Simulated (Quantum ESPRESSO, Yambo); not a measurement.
# BN (P6_3/mmc): Bethe-Salpeter spectra with Yambo, part 4 of 5

How far does the k mesh set the exciton binding of BN (P6_3/mmc)?

Quantum ESPRESSO 7.5 and Yambo 5.3.0; PBE and many-body steps on it, plane waves. Known limits of the many-body steps: not at the basis limit; coarse k mesh; bindings not settled in the k mesh.

So far. Step 17 (Empty states on the mesh, 12×12×4 mesh, 16 bands): On this mesh the gap is 4.314 eV. Step 19 (k mesh (12×12×4)): The lowest state lies at 5.172 eV, 0.947 eV under the direct gap.

## (20) Triplet (no exchange term)

Level of this step: Bethe-Salpeter equation on PBE with a scissors shift, plane waves, norm-conserving pseudopotentials (Yambo).

The input, bse13.in:

```
optics
bss
bse
em1s
dipoles
rim_cut
RandQpts= 1000000
RandGvec= 1 RL
Chimod= "HARTREE"
BSKmod= "SEX"
BSEmod= "resonant"
BSSmod= "d"
BSENGexx= 1 RL
BSENGBlk= 4 Ry
% BSEQptR
 1 | 1 |
%
% BSEBands
 6 | 10 |
%
% BEnRange
 0 | 8 | eV
%
% BDmRange
 0.1 | 0.1 | eV
%
BEnSteps= 161
% BLongDir
 1 | 0 | 0 |
%
% BndsRnXs
 1 | 16 |
%
NGsBlkXs= 4 Ry
% LongDrXs
 1 | 1 | 1 |
%
% KfnQP_E
 1.45 | 1.0 | 1.0 |
%
WRbsWF
FFTGvecs= 32 Ry
```

Started as:

```
OMP_NUM_THREADS=1 mpirun -n 4 yambo -F bse13.in -J bse13,bse12_W -C bse13 > bse13.log
```

The program printed:

```text
 Yambo, version 5.3.0

 [02] CORE Variables Setup
 =========================

  [... cell, symmetries and grids as in the set-up ...]

  [02.05] Energies & Occupations
  ==============================

  [X] === General ===
  [X] Electronic Temperature                        :  0.000000  0.000000 [eV K]
  [X] Bosonic    Temperature                        :  0.000000  0.000000 [eV K]
  [X] Finite Temperature mode                       : no
  [X] El. density                                   :  0.44236E+24 [cm-3]
[...]
[06] Dipoles
 ============

  [06.01] Setup: observables and procedures
  =========================================

  [WARNING] [r,Vnl^pseudo] included in position and velocity dipoles.

  [WARNING] In case H contains other non local terms, these are neglected

 [07] Static Dielectric Matrix
 =============================

    [08.01.05.02] Main kernel loop
    ==============================

    [08.01.05.03] Wave-Function Phases
    ==================================

    [BSE] WF phases found       :  72.85024 [o/o]

   [08.01.06] BSE solver(s) @q1
   ============================

   [08.01.07] Diago Solver @q1
   ===========================

 [11] Game Over & Game summary
```

The job ended after 2.7 min (4 MPI ranks of Arm Neoverse V1, shared host; peak memory 1.9 GiB).

The lowest triplet lies at 5.075 eV; without spin-orbit coupling triplets are dark, so no spectrum is read.

The program warns that the window of bands cuts a degenerate level, which breaks the symmetry of states and spectrum.

## (21) Empty states on the mesh, 12×12×6 mesh, 16 bands

This step: Quantum ESPRESSO 7.5; DFT, PBE, plane waves, norm-conserving pseudopotentials.

The input, pw.in:

```
&control
  calculation = 'nscf'
  prefix = 'x'
  outdir = 'o'
  pseudo_dir = 'pseudo'
/
&system
  ibrav = 0
  nat = 4
  ntyp = 2
  ecutwfc = 72.0
  nbnd = 16
  force_symmorphic = .true.
/
&electrons
  conv_thr = 1e-9
  electron_maxstep = 80
  diago_full_acc = .true.
  diago_thr_init = 5e-6
/
ATOMIC_SPECIES
  B 10.81 B.upf
  N 14.007 N.upf
CELL_PARAMETERS angstrom
  2.5039900000 0.0000000000 0.0000000000
  -1.2519950000 2.1685189508 0.0000000000
  0.0000000000 0.0000000000 6.6612000000
ATOMIC_POSITIONS crystal
  B 0.3333333333 0.6666666667 0.2500000000
  B 0.6666666667 0.3333333333 0.7500000000
  N 0.3333333333 0.6666666667 0.7500000000
  N 0.6666666667 0.3333333333 0.2500000000
K_POINTS automatic
  12 12 6 0 0 0
```

Started as:

```
OMP_NUM_THREADS=1 mpirun -n 4 pw.x -nk 4 -in pw.in > pw.out
```

The program printed:

```text
[banner, memory and clock lines left out]
Program PWSCF v.7.5 starts

     Atomic positions and unit cell read from directory:
     o/x.save/

     Message from routine setup:
     using ibrav=0 with symmetry is DISCOURAGED, use correct ibrav instead

     G-vector sticks info

     bravais-lattice index     =            0
     lattice parameter (alat)  =       4.7319  a.u.
     unit-cell volume          =     244.0871 (a.u.)^3
     number of atoms/cell      =            4
     number of atomic types    =            2
     number of electrons       =        16.00
[...]
4        N      tau(   4) = (   0.5000000   0.2886751   0.6650586  )

     number of k points=   100

     Number of k-points >= 100: set verbosity='high' to print them.

     Dense  grid:    20149 G-vectors     FFT dimensions: (  25,  25,  72)

     The potential is recalculated from file :
     o/x.save/charge-density

     Starting wfcs are   16 randomized atomic wfcs

     Band Structure Calculation

     End of band structure calculation

     Number of k-points >= 100: set verbosity='high' to print the bands.

     highest occupied, lowest unoccupied level (ev):     4.6985    9.0127

     XML data file, pseudopotentials, collected wavefunctions
```

Run time: 6.4 s. Hardware: 4 MPI ranks; peak memory 0.19 GiB; 25 s of CPU time.

Numbers from this step:

| Quantity | Value |
| --- | --- |
| gap | 4.314 eV |
| k of the valence top | 0.3333, 0.3333, -0.5 |
| k of the conduction bottom | 0, -0.5, 0 |
| least direct gap | 4.670 eV |
| k points computed | 100 |
| lowest point of the top converged band, above the valence top | 12.62 eV |

On this mesh the gap is 4.314 eV.

## (22) Conversion and set-up

This step: Yambo 5.3.0; conversion and set-up on PBE, plane waves, norm-conserving pseudopotentials.

Started as:

```
(cd o/x.save; p2y > p2y.log; mv SAVE ../..); yambo > setup.log
```

The program printed:

```text
 Yambo, version 5.3.0

 [02] CORE Variables Setup
 =========================

  [02.01] Unit cells
  ==================

  Cell kind             :  HCP
  Atoms in the cell     :  B  N
  number of B  atoms    :  2
  number of N  atoms    :  2

  List of atomic masses
  Mass of B     :  10.81000
  Mass of N     :  14.00700

  List of atomic coordinates    : [cc]
  B1       : -0.23659E-09   2.7319       3.1470      order 1
  B2       :  2.365928  1.365969  9.440883  order 2
  N1       : -0.23659E-09   2.7319       9.4409      order 3
[...]
BZ  Q-points                                      :   864

 K/Q-points units:
 rlu = crystal or reduced units; cc = cartesian coordinates; iku = interal k-units

 Q [  1]        [rlu]:  0.000000  0.000000  0.000000
 Q [  2]        [rlu]:  0.000000  0.000000  0.166667
 Q [  3]        [rlu]:  0.000000  0.000000  0.333333
[...]
[... 38 further rows ...]
 Q [ 49]        [rlu]:  0.166667  0.166667  0.000000
 Q [ 50]        [rlu]:  0.166667  0.166667  0.166667

 Remaining 50 points informations can be written running with -fatlog

  [03.01] X indexes
  =================

   [03.01.01] Sigma indexes
   ========================

 [06] Game Over & Game summary
```

It took 3.8 s on 1 MPI rank; peak memory 0.27 GiB.

## (23) k mesh (12×12×6)

This step: Bethe-Salpeter equation on PBE with a scissors shift, plane waves, norm-conserving pseudopotentials.

bse15.in, as its differences from bse13.in of step 20:

```diff
@@ -12,3 +12,3 @@
 BSSmod= "d"
-BSENGexx= 1 RL
+BSENGexx= 20 Ry
 BSENGBlk= 4 Ry
@@ -18,3 +18,3 @@
 % BSEBands
- 6 | 10 |
+ 7 | 10 |
 %
```

Started as:

```
OMP_NUM_THREADS=1 mpirun -n 4 yambo -F bse15.in -J bse15 -C bse15 > bse15.log
```

The program printed:

```text
 Yambo, version 5.3.0

 [02] CORE Variables Setup
 =========================

  [... cell, symmetries and grids as in the set-up ...]

  [02.05] Energies & Occupations
  ==============================

  [X] === General ===
  [X] Electronic Temperature                        :  0.000000  0.000000 [eV K]
  [X] Bosonic    Temperature                        :  0.000000  0.000000 [eV K]
  [X] Finite Temperature mode                       : no
  [X] El. density                                   :  0.44236E+24 [cm-3]
[...]
[08.01.04] Independent Particles properties @q1
   ===============================================

   ==========================================================

   [BSE] Exchange components :   373
   [BSE] Correlation components :    51   427

    [08.01.05.01] Screened interaction header I/O
    =============================================

    [08.01.05.02] Main kernel loop
    ==============================

    [08.01.05.03] Wave-Function Phases
    ==================================

    [BSE] WF phases found       :  75.91667 [o/o]

   [08.01.06] BSE solver(s) @q1
   ============================

   [08.01.07] Diago Solver @q1
   ===========================

 [11] Game Over & Game summary
```

Elapsed: 3.8 min, on 4 MPI ranks; peak memory 2.1 GiB.

This step gave:

```
transitions in the window                                      : 3456
direct gap of the transition levels                            : 6.120 eV
lowest state                                                   : 5.143 eV
first strong exciton (over a fiftieth of the strongest listed) : 5.193 eV
binding of the lowest state below the direct gap               : 0.9761 eV
Coulomb term of one mesh cell                                  : 0.3469 eV
```

The lowest state lies at 5.143 eV, 0.976 eV under the direct gap.

The ε₂ has structure finer than the step of the table below, so its rows give means over 0.5 eV, whole bins alone (the curve runs from 0 to 8 eV). Peaks (eV: height): BSE 5.20: 42.6, 5.95: 10.7; no electron-hole interaction 6.90: 11.2, 7.50: 13.1.

Field along x; broadening 0.1 eV; transition window only. Limits: finite bands, cutoff and mesh. Table of ε₂ by photon energy; means over each step:

| photon energy (eV) | BSE | no electron-hole interaction |
| --- | --- | --- |
| 0.5 | 0.0274 | 0.0146 |
| 1.0 | 0.0340 | 0.0171 |
| 1.5 | 0.0432 | 0.0202 |
| 2.0 | 0.0569 | 0.0243 |
| 2.5 | 0.0784 | 0.0298 |
| 3.0 | 0.116 | 0.0375 |
| 3.5 | 0.189 | 0.0489 |
| 4.0 | 0.368 | 0.0666 |
| 4.5 | 1.10 | 0.0970 |
| 5.0 | 15.9 | 0.158 |
| 5.5 | 9.95 | 0.329 |
| 6.0 | 7.79 | 1.99 |
| 6.5 | 2.74 | 6.51 |
| 7.0 | 1.22 | 9.97 |
| 7.5 | 0.836 | 9.58 |

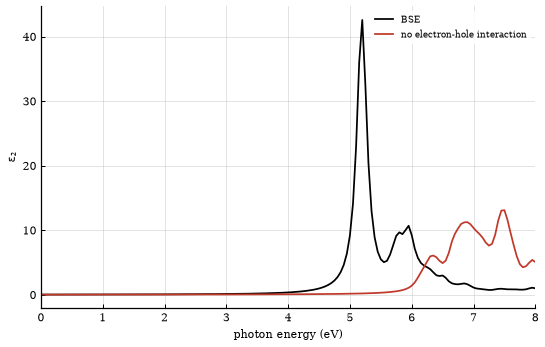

ε₂, plotted against photon energy.

The window of bands is narrower than in the first exciton run, so this row is not like for like with it.

The program warns that the window of bands cuts a degenerate level, which breaks the symmetry of states and spectrum.

## (24) Triplet (no exchange term)

bse16.in, as its differences from bse15.in of step 23:

```diff
@@ -12,3 +12,3 @@
 BSSmod= "d"
-BSENGexx= 20 Ry
+BSENGexx= 1 RL
 BSENGBlk= 4 Ry
```

Started as:

```
OMP_NUM_THREADS=1 mpirun -n 4 yambo -F bse16.in -J bse16,bse15_W -C bse16 > bse16.log
```

The program printed:

```text
 Yambo, version 5.3.0

 [02] CORE Variables Setup
 =========================

  [... cell, symmetries and grids as in the set-up ...]

  [02.05] Energies & Occupations
  ==============================

  [X] === General ===
  [X] Electronic Temperature                        :  0.000000  0.000000 [eV K]
  [X] Bosonic    Temperature                        :  0.000000  0.000000 [eV K]
  [X] Finite Temperature mode                       : no
  [X] El. density                                   :  0.44236E+24 [cm-3]
[...]
[06] Dipoles
 ============

  [06.01] Setup: observables and procedures
  =========================================

  [WARNING] [r,Vnl^pseudo] included in position and velocity dipoles.

  [WARNING] In case H contains other non local terms, these are neglected

 [07] Static Dielectric Matrix
 =============================

    [08.01.05.02] Main kernel loop
    ==============================

    [08.01.05.03] Wave-Function Phases
    ==================================

    [BSE] WF phases found       :  75.91667 [o/o]

   [08.01.06] BSE solver(s) @q1
   ============================

   [08.01.07] Diago Solver @q1
   ===========================

 [11] Game Over & Game summary
```

Run time: 2.8 min. Hardware: 4 MPI ranks; peak memory 2 GiB; 11 min of CPU time.

The lowest triplet lies at 5.047 eV; without spin-orbit coupling triplets are dark, so no spectrum is read.

The program warns that the window of bands cuts a degenerate level, which breaks the symmetry of states and spectrum.

## (25) Empty states on the mesh, 15×15×6 mesh, 16 bands

This step: Quantum ESPRESSO 7.5; DFT, PBE, plane waves, norm-conserving pseudopotentials.

pw.in, as its differences from that of step 21:

```diff
@@ -33,2 +33,2 @@
 K_POINTS automatic
-  12 12 6 0 0 0
+  15 15 6 0 0 0
```

Started as:

```
OMP_NUM_THREADS=1 mpirun -n 4 pw.x -nk 4 -in pw.in > pw.out
```

The program printed:

```text
[banner, memory and clock lines left out]
Program PWSCF v.7.5 starts

     Atomic positions and unit cell read from directory:
     o/x.save/

     Message from routine setup:
     using ibrav=0 with symmetry is DISCOURAGED, use correct ibrav instead

     G-vector sticks info

     bravais-lattice index     =            0
     lattice parameter (alat)  =       4.7319  a.u.
     unit-cell volume          =     244.0871 (a.u.)^3
     number of atoms/cell      =            4
     number of atomic types    =            2
     number of electrons       =        16.00
[...]
4        N      tau(   4) = (   0.5000000   0.2886751   0.6650586  )

     number of k points=   146

     Number of k-points >= 100: set verbosity='high' to print them.

     Dense  grid:    20149 G-vectors     FFT dimensions: (  25,  25,  72)

     The potential is recalculated from file :
     o/x.save/charge-density

     Starting wfcs are   16 randomized atomic wfcs

     Band Structure Calculation

     End of band structure calculation

     Number of k-points >= 100: set verbosity='high' to print the bands.

     highest occupied, lowest unoccupied level (ev):     4.7243    9.0565

     XML data file, pseudopotentials, collected wavefunctions
```

Elapsed: 8.6 s, on 4 MPI ranks; peak memory 0.2 GiB.

Numbers from this step:

```
gap                                                           : 4.332 eV
k of the valence top                                          : 0.2667, 0.3333, 0
k of the conduction bottom                                    : 0.0667, 0.4667, 0
least direct gap                                              : 4.670 eV
k points computed                                             : 146
lowest point of the top converged band, above the valence top : 12.65 eV
```

On this mesh the gap is 4.332 eV.

## (26) Conversion and set-up

This step: Yambo 5.3.0; conversion and set-up on PBE, plane waves, norm-conserving pseudopotentials.

Started as:

```
(cd o/x.save; p2y > p2y.log; mv SAVE ../..); yambo > setup.log
```

The program printed:

```text
 Yambo, version 5.3.0

 [02] CORE Variables Setup
 =========================

  [02.01] Unit cells
  ==================

  Cell kind             :  HCP
  Atoms in the cell     :  B  N
  number of B  atoms    :  2
  number of N  atoms    :  2

  List of atomic masses
  Mass of B     :  10.81000
  Mass of N     :  14.00700

  List of atomic coordinates    : [cc]
  B1       : -0.23659E-09   2.7319       3.1470      order 1
  B2       :  2.365928  1.365969  9.440883  order 2
  N1       : -0.23659E-09   2.7319       9.4409      order 3
[...]
BZ  Q-points                                      :  1350

 K/Q-points units:
 rlu = crystal or reduced units; cc = cartesian coordinates; iku = interal k-units

 Q [  1]        [rlu]:  0.000000  0.000000  0.000000
 Q [  2]        [rlu]:  0.000000  0.000000  0.166667
 Q [  3]        [rlu]:  0.000000  0.000000  0.333333
[...]
[... 38 further rows ...]
 Q [ 49]        [rlu]:  0.066667  0.333333  0.000000
 Q [ 50]        [rlu]:  0.066667  0.333333  0.166667

 Remaining 96 points informations can be written running with -fatlog

  [03.01] X indexes
  =================

   [03.01.01] Sigma indexes
   ========================

 [06] Game Over & Game summary
```

Elapsed: 4.6 s, on 1 MPI rank; peak memory 0.28 GiB.

## (27) k mesh (15×15×6)

This step: Bethe-Salpeter equation on PBE with a scissors shift, plane waves, norm-conserving pseudopotentials.

bse18.in, as its differences from bse16.in of step 24:

```diff
@@ -12,3 +12,3 @@
 BSSmod= "d"
-BSENGexx= 1 RL
+BSENGexx= 20 Ry
 BSENGBlk= 4 Ry
```

Started as:

```
OMP_NUM_THREADS=1 mpirun -n 4 yambo -F bse18.in -J bse18 -C bse18 > bse18.log
```

The program printed:

```text
 Yambo, version 5.3.0

 [02] CORE Variables Setup
 =========================

  [... cell, symmetries and grids as in the set-up ...]

  [02.05] Energies & Occupations
  ==============================

  [X] === General ===
  [X] Electronic Temperature                        :  0.000000  0.000000 [eV K]
  [X] Bosonic    Temperature                        :  0.000000  0.000000 [eV K]
  [X] Finite Temperature mode                       : no
  [X] El. density                                   :  0.44236E+24 [cm-3]
[...]
[08.01.04] Independent Particles properties @q1
   ===============================================

   ==========================================================

   [BSE] Exchange components :   373
   [BSE] Correlation components :    51   427

    [08.01.05.01] Screened interaction header I/O
    =============================================

    [08.01.05.02] Main kernel loop
    ==============================

    [08.01.05.03] Wave-Function Phases
    ==================================

    [BSE] WF phases found       :  80.29395 [o/o]

   [08.01.06] BSE solver(s) @q1
   ============================

   [08.01.07] Diago Solver @q1
   ===========================

 [11] Game Over & Game summary
```

Run time: 12 min. Hardware: 4 MPI ranks; peak memory 3.4 GiB.

This step gave:

```yaml
transitions_in_the_window: 5400
direct_gap_of_the_transition_levels: 6.120 eV
lowest_state: 5.159 eV
first_strong_exciton_over_a_fiftieth_of_the_strongest_listed: 5.209 eV
binding_of_the_lowest_state_below_the_direct_gap: 0.9608 eV
coulomb_term_of_one_mesh_cell: 0.2989 eV
```

The lowest state lies at 5.159 eV, 0.961 eV under the direct gap.

The ε₂ has structure finer than the step of the table below, so its rows give means over 0.5 eV, whole bins alone (the curve runs from 0 to 8 eV). Peaks (eV: height): BSE 5.20: 42.4; no electron-hole interaction 7.35: 13.2.

Field along x; broadening 0.1 eV; transition window only. Limits: finite bands, cutoff and mesh. ε₂ against photon energy; means over each step:

| photon energy (eV) | BSE | no electron-hole interaction |
| --- | --- | --- |
| 0.5 | 0.0272 | 0.0146 |
| 1.0 | 0.0337 | 0.0171 |
| 1.5 | 0.0428 | 0.0202 |
| 2.0 | 0.0563 | 0.0243 |
| 2.5 | 0.0776 | 0.0298 |
| 3.0 | 0.114 | 0.0375 |
| 3.5 | 0.185 | 0.0489 |
| 4.0 | 0.359 | 0.0666 |
| 4.5 | 1.05 | 0.0970 |
| 5.0 | 14.9 | 0.158 |
| 5.5 | 10.7 | 0.329 |
| 6.0 | 7.92 | 2.04 |
| 6.5 | 2.93 | 6.77 |
| 7.0 | 1.03 | 9.78 |
| 7.5 | 1.01 | 9.18 |

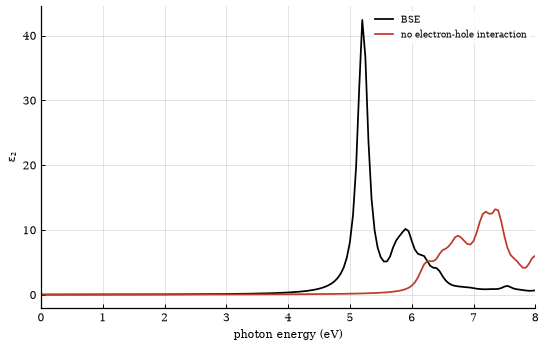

ε₂ against photon energy.

The window of bands is narrower than in the first exciton run, so this row is not like for like with it.

The program warns that the window of bands cuts a degenerate level, which breaks the symmetry of states and spectrum.

## (28) Triplet (no exchange term)

bse19.in, as its differences from bse18.in of step 27:

```diff
@@ -12,3 +12,3 @@
 BSSmod= "d"
-BSENGexx= 20 Ry
+BSENGexx= 1 RL
 BSENGBlk= 4 Ry
```

Started as:

```
OMP_NUM_THREADS=1 mpirun -n 4 yambo -F bse19.in -J bse19,bse18_W -C bse19 > bse19.log
```

The program printed:

```text
 Yambo, version 5.3.0

 [02] CORE Variables Setup
 =========================

  [... cell, symmetries and grids as in the set-up ...]

  [02.05] Energies & Occupations
  ==============================

  [X] === General ===
  [X] Electronic Temperature                        :  0.000000  0.000000 [eV K]
  [X] Bosonic    Temperature                        :  0.000000  0.000000 [eV K]
  [X] Finite Temperature mode                       : no
  [X] El. density                                   :  0.44236E+24 [cm-3]
[...]
[06] Dipoles
 ============

  [06.01] Setup: observables and procedures
  =========================================

  [WARNING] [r,Vnl^pseudo] included in position and velocity dipoles.

  [WARNING] In case H contains other non local terms, these are neglected

 [07] Static Dielectric Matrix
 =============================

    [08.01.05.02] Main kernel loop
    ==============================

    [08.01.05.03] Wave-Function Phases
    ==================================

    [BSE] WF phases found       :  80.29395 [o/o]

   [08.01.06] BSE solver(s) @q1
   ============================

   [08.01.07] Diago Solver @q1
   ===========================

 [11] Game Over & Game summary
```

The job ended after 10 min (4 MPI ranks; peak memory 3.2 GiB).

The lowest triplet lies at 5.062 eV; without spin-orbit coupling triplets are dark, so no spectrum is read.

The program warns that the window of bands cuts a degenerate level, which breaks the symmetry of states and spectrum.

(Part 4 of 5 ends here.)

[Paths, hosts, dates, memory and timing lines, banners, echoed tables and standing remarks are left out of the program output.]

[Logs are printed without paths, hosts, clocks, repeated set-up lines and the standing remarks that a program may print on its own settings, such as how far it seeks lower states.]

[Runs of the session that timed out or met a known fault of the program may be left out.]

[Hosts, paths, dates, database ids (printed as entryN), source tags and the programs' standing remarks are cut or masked in the printed files.]
